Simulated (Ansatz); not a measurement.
# ClFH₄OSi₂: how energies converge with the basis set

How large a basis does ClFH₄OSi₂ need? Two functionals are run in growing sets.

Program: Ansatz 0.2.0, Gaussian basis. Level of theory: one geometry, several basis sets. These are calculated values, not measurements.

Plan: PBE0-D4/def2-SVP; ωB97M-V/def2-SVP; PBE0-D4/def2-QZVPP; ωB97M-V/def2-QZVPP; the functionals' def2-TZVPP values are taken from earlier runs.

## Step 1: The geometry

The geometry comes from an earlier relaxation with PBE0-D4 in a triple-zeta def2 set; it is a stationary point, not always the lowest conformer.

9 atoms, charge 0, spin multiplicity 1.

Atoms are counted from 1 here; the program's logs count them from 0.

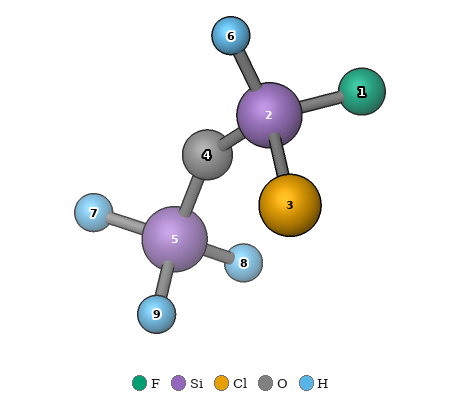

The structure; fluorine teal, silicon purple, chlorine amber, oxygen grey, hydrogen blue; atoms are numbered from 1 in the order of the file.

## Step 2: PBE0-D4 in def2-SVP

in.yaml

```yaml
crystal:
  periodic: [false, false, false]
  atoms:
    - {symbol: F, position_ang: [-2.311952, -0.644572, -0.745577]}
    - {symbol: Si, position_ang: [-1.488687, 0.120762, 0.370462]}
    - {symbol: Cl, position_ang: [-1.584963, 2.107687, -0.061392]}
    - {symbol: O, position_ang: [0.033202, -0.383446, 0.355468]}
    - {symbol: Si, position_ang: [1.553760, -0.291322, -0.271397]}
    - {symbol: H, position_ang: [-2.106244, -0.143243, 1.674087]}
    - {symbol: H, position_ang: [2.450673, -1.051112, 0.629568]}
    - {symbol: H, position_ang: [1.565738, -0.889308, -1.628219]}
    - {symbol: H, position_ang: [1.976972, 1.128355, -0.339999]}
basis:
  gaussian: {orbitals: def2-SVP}
hamiltonian: {xc: pbe0, dispersion: d4}
output: {orbitals: {seedname: orbitals}}
```

Started as:

```sh
> ansatz run in.yaml --threads 4 --pin off --events-out ev --progress --plain --max-ram 10444MiB
```

The program printed:

```text
Functional definition: PBE0
  name "PBE0"
  cite "Adamo & Barone, J. Chem. Phys. 110, 6158 (1999) doi:10.1063/1.478522"
  cite "Perdew, Burke & Ernzerhof, Phys. Rev. Lett. 77, 3865 (1996) doi:10.1103/PhysRevLett.77.3865"
  parent pbe
  parameter a = 0.25
  parameter kappa = 0.804
  parameter beta = 0.06672455060314922
  exchange = (1 - a)*pbe_x(kappa = kappa, mu = beta*pi^2/3) + a*exact_x
  correlation = pbe_c(beta = beta)
948 factors; integrals over basis functions are off by at most 1.1e-3 eV
mean field evaluation 1: about -33079.4530 eV, gradient 5.1e1 eV
mean field evaluation 2: about -33072.8040 eV, gradient 8.0e1 eV
mean field evaluation 4: about -33083.7219 eV, gradient 3.4e0 eV
mean field evaluation 8: about -33083.7801 eV, gradient 2.4e-1 eV
mean field evaluation 16: about -33083.7803 eV, gradient 4.4e-5 eV
mean field -33083.78027953 eV, -1215.8065002810 hartree, gradient 4.4e-5 eV, S^2 0.000000; 0 other end points of the search recorded, 0 dependent functions left out
reference -33083.78030668 eV, -1215.8065012786 hartree; 33, 33 occupied and 69, 69 virtual orbitals, 948 factors
Total energy: -33083.97999534 eV, -1215.8138397015 hartree
```

Run time: 0.95 s. Hardware: 4 threads of Arm Neoverse V2, shared host.

## Step 3: ωB97M-V in def2-SVP

Edit in.yaml of step 2 so:

```diff
@@ -14,3 +14,3 @@
   gaussian: {orbitals: def2-SVP}
-hamiltonian: {xc: pbe0, dispersion: d4}
+hamiltonian: {xc: {name: wB97M-V}}
 output: {orbitals: {seedname: orbitals}}
```

The command is unchanged.

The program printed (excerpt; [...] marks lines left out):

```text
Functional definition: wB97M-V
  name "wB97M-V"
  cite "Mardirossian & Head-Gordon, J. Chem. Phys. 144, 214110 (2016) doi:10.1063/1.4952647"
  cite "Becke, J. Chem. Phys. 107, 8554 (1997) doi:10.1063/1.475007"
  cite "Vydrov & Van Voorhis, J. Chem. Phys. 133, 244103 (2010) doi:10.1063/1.3521275"
  # Of w^i u^j: cxij and so on, Table III.
[...]
  gx(w, u) = 1 - cx + cx01*u + cx10*w
  gss(w, u) = css00 + css04*u^4 + css10*w + css20*w^2 + css43*w^4*u^3
  gos(w, u) = cos00 + cos10*w + (cos20 + cos21*u)*w^2 + (cos60 + cos61*u)*w^6
[...]
      + integral(e_c_pw_mod_opposite_spin*gos(b97_w_opposite, b97_u_opposite)) + vv10(b, c)
948 factors; integrals over basis functions are off by at most 1.1e-3 eV
298 factors; integrals over basis functions are off by at most 6.7e-6 eV
[...]
mean field -33096.39967752 eV, -1216.2702546036 hartree, gradient 4.1e-5 eV, S^2 0.000000; 0 other end points of the search recorded, 0 dependent functions left out
reference -33096.39971903 eV, -1216.2702561290 hartree; 33, 33 occupied and 69, 69 virtual orbitals, 948 factors
Total energy: -33096.39971903 eV, -1216.2702561290 hartree
```

It took 4 s on 4 threads of Arm Neoverse V2, shared host; peak memory 0.31 GiB.

## Step 4: PBE0-D4 in def2-QZVPP

Edit in.yaml of step 3 so:

```diff
@@ -13,4 +13,4 @@
 basis:
-  gaussian: {orbitals: def2-SVP}
-hamiltonian: {xc: {name: wB97M-V}}
+  gaussian: {orbitals: "def2-QZVPP.json"}
+hamiltonian: {xc: pbe0, dispersion: d4}
 output: {orbitals: {seedname: orbitals}}
```

The command is unchanged.

The program printed:

```text
Functional definition: PBE0
  name "PBE0"
  cite "Adamo & Barone, J. Chem. Phys. 110, 6158 (1999) doi:10.1063/1.478522"
  cite "Perdew, Burke & Ernzerhof, Phys. Rev. Lett. 77, 3865 (1996) doi:10.1103/PhysRevLett.77.3865"
  parent pbe
  parameter a = 0.25
  parameter kappa = 0.804
  parameter beta = 0.06672455060314922
  exchange = (1 - a)*pbe_x(kappa = kappa, mu = beta*pi^2/3) + a*exact_x
  correlation = pbe_c(beta = beta)
1741 factors; their error is unknown
mean field evaluation 1: about -33095.8630 eV, gradient 6.1e1 eV
mean field evaluation 2: about -33085.5115 eV, gradient 9.8e1 eV
mean field evaluation 4: about -33101.2946 eV, gradient 5.1e0 eV
mean field evaluation 8: about -33101.3285 eV, gradient 3.9e-2 eV
mean field evaluation 16: about -33101.3561 eV, gradient 1.8e-5 eV
mean field -33101.35611674 eV, -1216.4524003852 hartree, gradient 1.8e-5 eV, S^2 0.000000; 0 other end points of the search recorded, 0 dependent functions left out
reference -33101.35615641 eV, -1216.4524018431 hartree; 33, 33 occupied and 411, 411 virtual orbitals, 1741 factors
Total energy: -33101.55584507 eV, -1216.4597402660 hartree
```

It took 8 s on 4 threads of Arm Neoverse V2, shared host; peak memory 1.8 GiB.

## Step 5: ωB97M-V in def2-QZVPP

Edit in.yaml of step 4 so:

```diff
@@ -14,3 +14,3 @@
   gaussian: {orbitals: "def2-QZVPP.json"}
-hamiltonian: {xc: pbe0, dispersion: d4}
+hamiltonian: {xc: {name: wB97M-V}}
 output: {orbitals: {seedname: orbitals}}
```

Launched as before.

The program printed (excerpt; [...] marks lines left out):

```text
Functional definition: wB97M-V
  name "wB97M-V"
  cite "Mardirossian & Head-Gordon, J. Chem. Phys. 144, 214110 (2016) doi:10.1063/1.4952647"
  cite "Becke, J. Chem. Phys. 107, 8554 (1997) doi:10.1063/1.475007"
  cite "Vydrov & Van Voorhis, J. Chem. Phys. 133, 244103 (2010) doi:10.1063/1.3521275"
  # Of w^i u^j: cxij and so on, Table III.
[...]
  gx(w, u) = 1 - cx + cx01*u + cx10*w
  gss(w, u) = css00 + css04*u^4 + css10*w + css20*w^2 + css43*w^4*u^3
  gos(w, u) = cos00 + cos10*w + (cos20 + cos21*u)*w^2 + (cos60 + cos61*u)*w^6
[...]
      + integral(e_c_pw_mod_opposite_spin*gos(b97_w_opposite, b97_u_opposite)) + vv10(b, c)
1685 factors; their error is unknown
340 factors; integrals over basis functions are off by at most 2.9e-5 eV
[...]
mean field -33113.97394280 eV, -1216.9160969400 hartree, gradient 6.8e-5 eV, S^2 0.000000; 0 other end points of the search recorded, 0 dependent functions left out
reference -33113.97400864 eV, -1216.9160993598 hartree; 33, 33 occupied and 411, 411 virtual orbitals, 1685 factors
Total energy: -33113.97400864 eV, -1216.9160993598 hartree
```

Wall time 17 s (4 threads of Arm Neoverse V2, shared host); peak memory 2.1 GiB.

## Step 6: Functionals by basis

The def2-TZVPP values come from earlier runs at the same geometry.

```tsv
functional	basis	functions	energy (eV)	from the largest (eV)	HOMO (eV)	LUMO (eV)
PBE0-D4	def2-SVP	102	-33083.9800	17.576	-9.30	0.41
PBE0-D4	def2-TZVPP	244	-33100.3432	1.213	-9.40	-0.08
PBE0-D4	def2-QZVPP	444	-33101.5558	0.000	-9.42	-0.24
ωB97M-V	def2-SVP	102	-33096.3997	17.574	-11.56	2.34
ωB97M-V	def2-TZVPP	244	-33112.8455	1.128	-11.70	1.63
ωB97M-V	def2-QZVPP	444	-33113.9740	0.000	-11.72	1.25
```

## Step 7: What came out

```
                                       quantity           value
PBE0-D4: double and triple zeta above quadruple  17.58, 1.21 eV
ωB97M-V: double and triple zeta above quadruple  17.57, 1.13 eV
```

In words: For PBE0-D4 the step from double to triple zeta gains 16.36 eV and the next only 1.21 eV. Total energies overstate the basis error of differences, where much of it tends to cancel. The LUMO of ωB97M-V is positive and keeps falling with the basis (2.34 to 1.25 eV): an unbound level that the basis holds in place.

For PBE0-D4 the largest set took about 8 times as long as the smallest (8 s against 0.95 s).
